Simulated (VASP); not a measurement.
# GW on CdSe

Aim: the quasiparticle gap of CdSe, and what it costs to get it. The cell is of the zinc-blende type. The start joins lattice constants measured in a paper with the fractional positions of a database entry.

Method: PBE; plane waves and PAW (Cd, Se), in the first sound run; inputs show where later runs differ, in VASP 6.6.1.

## 1. The starting structure

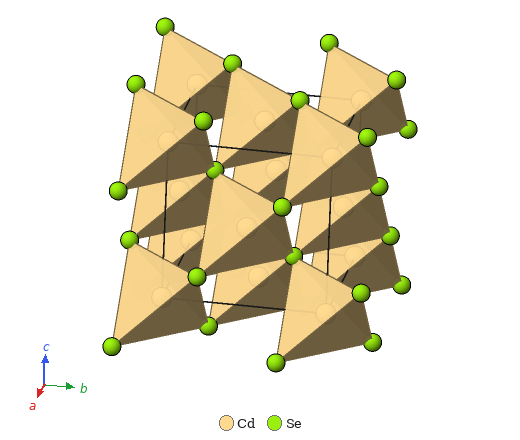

The starting structure, seen slightly off an axis (cadmium orange, selenium green). This picture shows the conventional cell, with its axes. Some periodic images of atoms are drawn too.

Coordinates:

```cif
data_structure
_symmetry_space_group_name_H-M 'F-43m'
_symmetry_Int_Tables_number 216
_cell_length_a 6.0500
_cell_length_b 6.0500
_cell_length_c 6.0500
_cell_angle_alpha 90.000
_cell_angle_beta 90.000
_cell_angle_gamma 90.000
_cell_volume 221.45
loop_
_atom_site_label
_atom_site_type_symbol
_atom_site_symmetry_multiplicity
_atom_site_Wyckoff_symbol
_atom_site_fract_x
_atom_site_fract_y
_atom_site_fract_z
_atom_site_occupancy
Cd1 Cd 4 a 0.00000 0.00000 0.00000 1
Se1 Se 4 c 0.25000 0.25000 0.25000 1
```

## 2. Relaxation

The atoms are relaxed first inside the given cell, which is kept (ISIF = 2), since band edges depend on the positions.

Input file INCAR:

```
SYSTEM = CdSe
PREC = Accurate
ENCUT = 400
EDIFF = 1E-06
NELM = 100
ISMEAR = 0
SIGMA = 0.05
LREAL = .FALSE.
ALGO = Normal
GGA = PE
NBANDS = 15
LWAVE = .FALSE.
LCHARG = .FALSE.
KPAR = 8
IBRION = 2
NSW = 60
ISIF = 2
EDIFFG = -0.01
```

Input file POSCAR:

```
CdSe
1.0
    0.0000000000      3.0250000000      3.0250000000
    3.0250000000      0.0000000000      3.0250000000
    3.0250000000      3.0250000000      0.0000000000
Cd Se
1 1
Direct
    0.0000000000      0.0000000000      0.0000000000
    0.7500000000      0.7500000000      0.7500000000
```

Input file KPOINTS:

```
Automatic mesh
0
Gamma
6 6 6
0 0 0
```

PAW data sets: Cd and Se (PBE family, release 64).

Run with:

```console
mpirun -np 8 vasp_std
```

Log:

```text
[banner, memory and clock lines left out]
running    8 mpi-ranks, on    1 nodes
 distrk:  each k-point on    1 cores,    8 groups
 distr:  one band on    1 cores,    1 groups

 POSCAR found type information on POSCAR CdSe
 POSCAR found :  2 types and       2 ions
|                                                                             |
|           W    W    AA    RRRRR   N    N  II  N    N   GGGG   !!!           |
|           W    W   A  A   R    R  NN   N  II  NN   N  G    G  !!!           |
|           W    W  A    A  R    R  N N  N  II  N N  N  G       !!!           |
|           W WW W  AAAAAA  RRRRR   N  N N  II  N  N N  G  GGG   !            |
|           WW  WW  A    A  R   R   N   NN  II  N   NN  G    G                |
|           W    W  A    A  R    R  N    N  II  N    N   GGGG   !!!           |
|                                                                             |
|     For optimal performance we recommend to set                             |
|       NCORE = 2 up to number-of-cores-per-socket                            |
|     NCORE specifies how many cores store one orbital (NPAR=cpu/NCORE).      |
|     This setting can greatly improve the performance of VASP for DFT.       |
|     The default, NCORE=1 might be grossly inefficient on modern             |
|     multi-core architectures or massively parallel machines. Do your        |
|     Unfortunately you need to use the default for GW and RPA                |
|     calculations (for HF NCORE is supported but not extensively tested      |
|     yet).                                                                   |
|                                                                             |

 LDA part: xc-table for (Slater+PW92), standard interpolation
 POSCAR, INCAR and KPOINTS ok, starting setup
 FFT: planning ... GRIDC
 FFT: planning ... GRID_SOFT
 FFT: planning ... GRID
 WAVECAR not read
 entering main loop
       N       E                     dE             d eps       ncg     rms          rms(c)
DAV:   1     0.921162579320E+02    0.92116E+02   -0.78215E+03   496   0.881E+02
DAV:   2    -0.258328665565E+01   -0.94700E+02   -0.90880E+02   592   0.240E+02
DAV:   3    -0.580267834844E+01   -0.32194E+01   -0.32156E+01   557   0.472E+01
DAV:   4    -0.581537930158E+01   -0.12701E-01   -0.12701E-01   606   0.286E+00
DAV:   5    -0.581546320899E+01   -0.83907E-04   -0.83907E-04   592   0.202E-01    0.650E+00
DAV:   6    -0.546063134777E+01    0.35483E+00   -0.55292E-01   655   0.947E+00    0.509E+00
DAV:   7    -0.543756663373E+01    0.23065E-01   -0.15831E-01   515   0.277E+00    0.215E+00
DAV:   8    -0.543839778353E+01   -0.83115E-03   -0.14895E-02   522   0.160E+00    0.258E-01
DAV:   9    -0.543853877865E+01   -0.14100E-03   -0.16369E-03   564   0.564E-01    0.483E-02
DAV:  10    -0.543860799917E+01   -0.69221E-04   -0.18747E-04   543   0.183E-01    0.433E-02
DAV:  11    -0.543865267870E+01   -0.44680E-04   -0.76824E-05   501   0.580E-02    0.142E-02
DAV:  12    -0.543865251790E+01    0.16081E-06   -0.35377E-06   641   0.263E-02
   1 F= -.54386525E+01 E0= -.54386525E+01  d E =-.543865E+01
 curvature:   0.00 expect dE= 0.000E+00 dE for cont linesearch  0.000E+00
 trial: gam= 0.00000 g(F)=  0.147E-45 g(S)=  0.000E+00 ort = 0.000E+00 (trialstep = 0.100E+01)
 search vector abs. value=  0.100E-09
 reached required accuracy - stopping structural energy minimisation
```

The job ended after 4.6 s (8 MPI ranks of AMD EPYC 7R43, shared host; peak memory 1.1 GiB).

The logs omit lines about the potential files and the build; timing stands in the text.

From OUTCAR (step 2):

```text
ion  position               nearest neighbor table
   1  0.000  0.000  0.000-   2 2.62   2 2.62   2 2.62   2 2.62
   2  0.750  0.750  0.750-   1 2.62   1 2.62   1 2.62   1 2.62

  LATTYP: Found a face centered cubic cell.
 ALAT       =     6.0500000000

 Subroutine GETGRP returns: Found 24 space group operations
 (whereof 24 operations were pure point group operations)

The static configuration has the point symmetry T_d .

 Found     16 irreducible k-points:

   k-points           NKPTS =     16   k-points in BZ     NKDIM =     16   number of bands    NBANDS=     15

   dimension x,y,z NGX =    28 NGY =   28 NGZ =   28
   dimension x,y,z NGXF=    56 NGYF=   56 NGZF=   56

   ENCUT  =  400.0 eV  29.40 Ry    5.42 a.u.   6.98  6.98  6.98*2*pi/ulx,y,z

   NELECT =      18.0000    total number of electrons

 k-points in reciprocal lattice and weights: Automatic mesh
   0.00000000  0.00000000  0.00000000       0.005
   0.16666667  0.00000000  0.00000000       0.037
   0.33333333  0.00000000  0.00000000       0.037
   0.50000000  0.00000000  0.00000000       0.019
   0.16666667  0.16666667  0.00000000       0.028
   0.33333333  0.16666667  0.00000000       0.111
   0.50000000  0.16666667  0.00000000       0.111
  -0.33333333  0.16666667  0.00000000       0.111
  -0.16666667  0.16666667  0.00000000       0.056
[...]
-0.33333333  0.33333333  0.16666667       0.111
  -0.33333333  0.50000000  0.16666667       0.056

 average (electrostatic) potential at core
       1 -39.8840       2 -56.3508

 E-fermi :   1.2859

 k-point     1 :       0.0000    0.0000    0.0000
  band No.  band energies     occupation
    ...
      5      -6.5256      2.00000
      6      -6.5256      2.00000
      7       1.0756      2.00000
      8       1.0756      2.00000
      9       1.0756      2.00000
     10       1.7138      0.00000
     11       7.0064      0.00000
     12       7.0064      0.00000
     13       7.0064      0.00000
     14      10.9234      0.00000
    ...

 k-point     2 :       0.1667    0.0000    0.0000
  band No.  band energies     occupation
    ...
      5      -6.5269      2.00000
      6      -6.5269      2.00000
      7      -0.6513      2.00000
      8       0.8585      2.00000
      9       0.8585      2.00000
     10       3.0237      0.00000
     11       6.7897      0.00000
     12       7.3373      0.00000
     13       7.3373      0.00000
     14      11.2237      0.00000
    ...

 k-point     3 :       0.3333    0.0000    0.0000
  band No.  band energies     occupation
    ...
      5      -6.5157      2.00000
      6      -6.5156      2.00000
      7      -2.5113      2.00000
      8       0.4759      2.00000
      9       0.4759      2.00000
     10       3.5069      0.00000
     11       7.5837      0.00000
     12       7.5837      0.00000
     13       7.6921      0.00000
     14      10.9569      0.00000
    ...

  Total        1.3036771      1.3036771      1.3036771     -0.0000000     -0.0000000      0.0000000
  in kB       37.7289290     37.7289290     37.7289290     -0.0000000     -0.0000000      0.0000000
  external PRESSURE =      37.7289290 kB  Pullay stress =       0.0000000 kB

  energy-cutoff  :      400.00
  volume of cell :       55.36
      direct lattice vectors                 reciprocal lattice vectors
     0.000000000  3.025000000  3.025000000    -0.165289256  0.165289256  0.165289256
     3.025000000  0.000000000  3.025000000     0.165289256 -0.165289256  0.165289256
     3.025000000  3.025000000  0.000000000     0.165289256  0.165289256 -0.165289256

 POSITION                                       TOTAL-FORCE (eV/Angst)
 -----------------------------------------------------------------------------------
      0.00000      0.00000      0.00000         0.000000      0.000000      0.000000
      4.53750      4.53750      4.53750        -0.000000     -0.000000     -0.000000
 -----------------------------------------------------------------------------------
    total drift:                                0.000001      0.000001      0.000001

  FREE ENERGIE OF THE ION-ELECTRON SYSTEM (eV)
  ---------------------------------------------------
  free  energy   TOTEN  =        -5.4386525179 eV

  energy  without entropy=       -5.4386525179  energy(sigma->0) =       -5.43865252

 reached required accuracy - stopping structural energy minimisation

[... 3 further parts left out ...]
```

CONTCAR:

```
CdSe
   1.00000000000000
     0.0000000000000000    3.0249999999999999    3.0249999999999999
     3.0249999999999999    0.0000000000000000    3.0249999999999999
     3.0249999999999999    3.0249999999999999    0.0000000000000000
  Cd              Se
     1     1
Direct
     0.0000000000000000    0.0000000000000000    0.0000000000000000
     0.7500000000000000    0.7500000000000000    0.7500000000000000
```

The run keeps the 24 symmetry operations of its start, so it cannot find a distortion of lower symmetry.

The forces vanish from the start, and no atom moves.

This step gave:

* free energy (TOTEN): -5.439 eV
* Fermi energy: 1.286 eV
* pressure: 3.773 GPa

The forces vanish by symmetry.

## 3. Ground state, k-mesh 4×4×4

This step: PBE; plane waves and PAW (Cd_GW, Se_GW) (VASP 6.6.1).

The orbitals come from a self-consistent PBE run with a tight EDIFF and a narrow smearing. KPOINTS_OPT adds the bands along a path, which shows whether the mesh holds the band edges.

Input file INCAR:

```
SYSTEM = CdSe
PREC = Accurate
ENCUT = 300
EDIFF = 1E-08
NELM = 100
ISMEAR = 0
SIGMA = 0.01
LREAL = .FALSE.
ALGO = Normal
GGA = PE
NBANDS = 15
LORBIT = 11
LWAVE = .TRUE.
LCHARG = .FALSE.
KPAR = 8
```

POSCAR is that of step 2.

Input file KPOINTS:

```
Automatic mesh
0
Gamma
4 4 4
0 0 0
```

Input file KPOINTS_OPT:

```
Line mode
12
Line-mode
Reciprocal
  0.00000000   0.00000000   0.00000000 GAMMA
  0.50000000   0.00000000   0.50000000 X

  0.50000000   0.00000000   0.50000000 X
  0.50000000   0.25000000   0.75000000 W

  0.50000000   0.25000000   0.75000000 W
  0.37500000   0.37500000   0.75000000 K

  0.37500000   0.37500000   0.75000000 K
  0.00000000   0.00000000   0.00000000 GAMMA

  0.00000000   0.00000000   0.00000000 GAMMA
  0.50000000   0.50000000   0.50000000 L

  0.50000000   0.50000000   0.50000000 L
  0.62500000   0.25000000   0.62500000 U

  0.62500000   0.25000000   0.62500000 U
  0.50000000   0.25000000   0.75000000 W

  0.50000000   0.25000000   0.75000000 W
  0.50000000   0.50000000   0.50000000 L

  0.50000000   0.50000000   0.50000000 L
  0.37500000   0.37500000   0.75000000 K

  0.62500000   0.25000000   0.62500000 U
  0.50000000   0.00000000   0.50000000 X
```

The projector-augmented-wave data sets are Cd_GW and Se_GW (PBE family, release 64).

Run with:

```console
mpirun -np 8 vasp_std
```

Log:

```text
[banner, memory and clock lines left out]
running    8 mpi-ranks, on    1 nodes
 distrk:  each k-point on    1 cores,    8 groups
 distr:  one band on    1 cores,    1 groups

 POSCAR found type information on POSCAR CdSe
 POSCAR found :  2 types and       2 ions
 [... a notice as in an earlier step ...]

 LDA part: xc-table for (Slater+PW92), standard interpolation
 POSCAR, INCAR and KPOINTS ok, starting setup
 FFT: planning ... GRIDC
 FFT: planning ... GRID_SOFT
 FFT: planning ... GRID
 WAVECAR not read
 entering main loop
       N       E                     dE             d eps       ncg     rms          rms(c)
DAV:   1     0.650020947917E+02    0.65002E+02   -0.69024E+03   280   0.741E+02
DAV:   2    -0.265107114687E+01   -0.67653E+02   -0.65351E+02   346   0.221E+02
DAV:   3    -0.576146305422E+01   -0.31104E+01   -0.31015E+01   315   0.464E+01
DAV:   4    -0.583308681129E+01   -0.71624E-01   -0.71617E-01   348   0.645E+00
DAV:   5    -0.583469954662E+01   -0.16127E-02   -0.16127E-02   322   0.856E-01    0.636E+00
DAV:   6    -0.546050997349E+01    0.37419E+00   -0.50971E-01   289   0.903E+00    0.493E+00
DAV:   7    -0.543317639585E+01    0.27334E-01   -0.24156E-01   304   0.322E+00    0.181E+00
DAV:   8    -0.543293198296E+01    0.24441E-03   -0.25063E-02   320   0.184E+00    0.292E-01
DAV:   9    -0.543289242891E+01    0.39554E-04   -0.35973E-03   268   0.825E-01    0.650E-02
DAV:  10    -0.543282988076E+01    0.62548E-04   -0.38164E-04   347   0.262E-01    0.392E-02
DAV:  11    -0.543288119190E+01   -0.51311E-04   -0.13452E-04   277   0.983E-02    0.110E-02
DAV:  12    -0.543288016939E+01    0.10225E-05   -0.13138E-05   352   0.424E-02    0.360E-03
DAV:  13    -0.543288073824E+01   -0.56885E-06   -0.40323E-06   268   0.191E-02    0.306E-03
DAV:  14    -0.543288078099E+01   -0.42752E-07   -0.32525E-07   369   0.524E-03    0.519E-04
DAV:  15    -0.543288085387E+01   -0.72876E-07   -0.17672E-08   257   0.157E-03    0.406E-04
DAV:  16    -0.543288085077E+01    0.31027E-08   -0.29803E-09   218   0.575E-04
   1 F= -.54328809E+01 E0= -.54328809E+01  d E =-.457576E-52
 Start KPOINTS_OPT (optional k-point list driver)
k-point batch [1-8\120]
       N       E                     dE             ncg
DAV:   1     0.797496468327E+02   -0.59896E+03      256
DAV:   2    -0.510516977001E+03   -0.59027E+03      338
DAV:   3    -0.539053995961E+03   -0.28537E+02      310
DAV:   4    -0.539555812275E+03   -0.50182E+00      346
DAV:   5    -0.539567945535E+03   -0.12133E-01      331
DAV:   6    -0.539568086688E+03   -0.14115E-03      346
DAV:   7    -0.539568089478E+03   -0.27903E-05      344
DAV:   8    -0.539568089537E+03   -0.58980E-07      354
DAV:   9    -0.539568089538E+03   -0.12625E-08      218
[...]
k-point batch [113-120\120]
       N       E                     dE             ncg
DAV:   1    -0.892069687883E+02   -0.39079E+04      304
DAV:   2    -0.580965598042E+03   -0.49176E+03      331
DAV:   3    -0.602439123493E+03   -0.21474E+02      367
DAV:   4    -0.602662075674E+03   -0.22295E+00      324
DAV:   5    -0.602669886968E+03   -0.78113E-02      367
DAV:   6    -0.602669923663E+03   -0.36695E-04      331
DAV:   7    -0.602669924578E+03   -0.91557E-06      388
DAV:   8    -0.602669924583E+03   -0.47628E-08      284
 writing wavefunctions
```

Run time: 11 s. Hardware: 8 MPI ranks; peak memory 0.91 GiB; 67 s of CPU time.

From OUTCAR (step 3):

```text
The static configuration has the point symmetry T_d .

 Found      8 irreducible k-points:

   k-points           NKPTS =      8   k-points in BZ     NKDIM =      8   number of bands    NBANDS=     15

   dimension x,y,z NGX =    24 NGY =   24 NGZ =   24
   dimension x,y,z NGXF=    48 NGYF=   48 NGZF=   48

   ENCUT  =  300.0 eV  22.05 Ry    4.70 a.u.   6.04  6.04  6.04*2*pi/ulx,y,z

   NELECT =      18.0000    total number of electrons

 E-fermi :   2.3966

 k-point     1 :       0.0000    0.0000    0.0000
  band No.  band energies     occupation
    ...
      5      -5.3189      2.00000
      6      -5.3189      2.00000
      7       2.2907      2.00000
      8       2.2907      2.00000
      9       2.2907      2.00000
     10       2.9022      0.00000
     11       8.2019      0.00000
     12       8.2019      0.00000
     13       8.2019      0.00000
     14      12.1186      0.00000
    ...

 k-point     2 :       0.2500    0.0000    0.0000
  band No.  band energies     occupation
    ...
      5      -5.3166      2.00000
      6      -5.3166      2.00000
      7      -0.4257      2.00000
      8       1.8742      2.00000
      9       1.8742      2.00000
     10       4.5938      0.00000
     11       8.2539      0.00000
     12       8.7307      0.00000
     13       8.7307      0.00000
     14      12.3683      0.00000
    ...

  Total        1.3454331      1.3454331      1.3454331      0.0000000      0.0000000     -0.0000000
  in kB       38.9373638     38.9373638     38.9373638      0.0000000      0.0000000     -0.0000000
  external PRESSURE =      38.9373638 kB  Pullay stress =       0.0000000 kB

  energy-cutoff  :      300.00
  volume of cell :       55.36
      direct lattice vectors                 reciprocal lattice vectors
     0.000000000  3.025000000  3.025000000    -0.165289256  0.165289256  0.165289256
     3.025000000  0.000000000  3.025000000     0.165289256 -0.165289256  0.165289256
     3.025000000  3.025000000  0.000000000     0.165289256  0.165289256 -0.165289256

 POSITION                                       TOTAL-FORCE (eV/Angst)
 -----------------------------------------------------------------------------------
      0.00000      0.00000      0.00000         0.000000     -0.000000     -0.000000
      4.53750      4.53750      4.53750        -0.000000      0.000000      0.000000
 -----------------------------------------------------------------------------------
    total drift:                               -0.000001     -0.000001     -0.000001

  FREE ENERGIE OF THE ION-ELECTRON SYSTEM (eV)
  ---------------------------------------------------
  free  energy   TOTEN  =        -5.4328808508 eV

  energy  without entropy=       -5.4328808508  energy(sigma->0) =       -5.43288085

 total charge
# of ion       s       p       d       f       tot
--------------------------------------------------
    1        0.515   0.422   9.693   0.019  10.649
    2        1.425   2.375   0.023   0.000   3.824
--------------------------------------------------
tot          1.940   2.797   9.716   0.019  14.472

[... 3 parts as in an earlier step ...]

[... 6 further parts left out ...]
```

Numbers from this step:

```
free energy (TOTEN)               : -5.433 eV
Fermi energy                      : 2.397 eV
pressure                          : 3.894 GPa
least gap on mesh and path        : 0.6115 eV
least direct gap on mesh and path : 0.6115 eV
```

The highest empty bands on the path are converged less tightly, to about 0.1 eV. Electronic bands along the path, in eV, zero at the valence-band top; v1 is the highest filled band, c1 the lowest empty one:

| point | v4 | v3 | v2 | v1 | c1 | c2 | c3 | c4 |
| --- | --- | --- | --- | --- | --- | --- | --- | --- |
| Γ | -7.61 | 0.00 | 0.00 | 0.00 | 0.61 | 5.91 | 5.91 | 5.91 |
| X | -7.23 | -4.17 | -1.91 | -1.91 | 3.09 | 3.76 | 9.16 | 10.29 |
| W | -7.10 | -4.08 | -2.30 | -2.29 | 5.08 | 5.20 | 6.47 | 7.59 |
| K | -7.14 | -4.11 | -2.60 | -1.57 | 3.69 | 5.17 | 8.29 | 8.61 |
| Γ | -7.61 | 0.00 | 0.00 | 0.00 | 0.61 | 5.91 | 5.91 | 5.91 |
| L | -7.30 | -4.49 | -0.78 | -0.78 | 2.39 | 6.43 | 6.43 | 7.44 |
| U | -7.14 | -4.11 | -2.60 | -1.57 | 3.69 | 5.17 | 8.29 | 8.61 |
| W | -7.10 | -4.08 | -2.30 | -2.29 | 5.08 | 5.20 | 6.47 | 7.59 |
| L | -7.30 | -4.49 | -0.78 | -0.78 | 2.39 | 6.43 | 6.43 | 7.44 |
| K | -7.14 | -4.11 | -2.60 | -1.57 | 3.69 | 5.17 | 8.29 | 8.61 |
| jump to U | -7.14 | -4.11 | -2.60 | -1.57 | 3.69 | 5.17 | 8.29 | 8.61 |
| X | -7.23 | -4.17 | -1.91 | -1.91 | 3.09 | 3.76 | 9.16 | 10.29 |

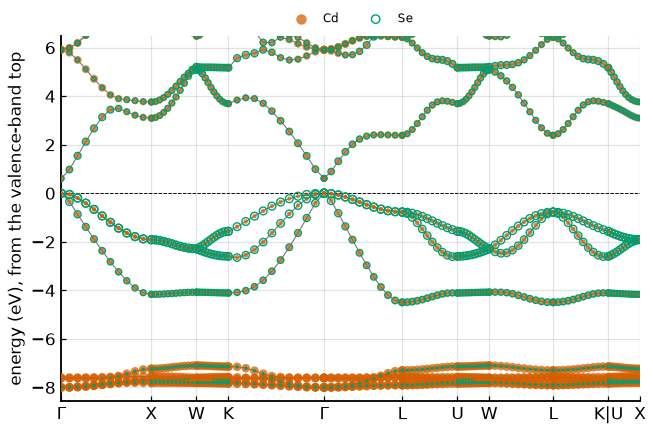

Electronic bands along the path; dots are coloured as in the legend, and their area grows with the weight.

The cell has a gap of 0.611 eV on mesh and path and a pressure of +3.9 GPa, which holds the strain of the given cell against this functional's own volume, and any error of cutoff and mesh. Spin-orbit coupling is left out, which can shift or reorder these edges.

(Continued in part 2 of 3.)

[Lines on the potential files, build, host, timing and source positions are cut from VASP's logs without a mark.]

[Logs are printed without paths, hosts, clocks, repeated set-up lines and the standing remarks that a program may print on its own settings, such as how far it seeks lower states.]

[Hosts, paths, dates, database ids (printed as entryN), source tags and the programs' standing remarks are cut or masked in the printed files.]

[Measured values are set beside computed ones only where the two were judged alike; some that the calculation misses by far are left out.]

[Pressures printed for these runs are not shown converged in the cutoff: they can be off by several GPa and have the wrong sign.]
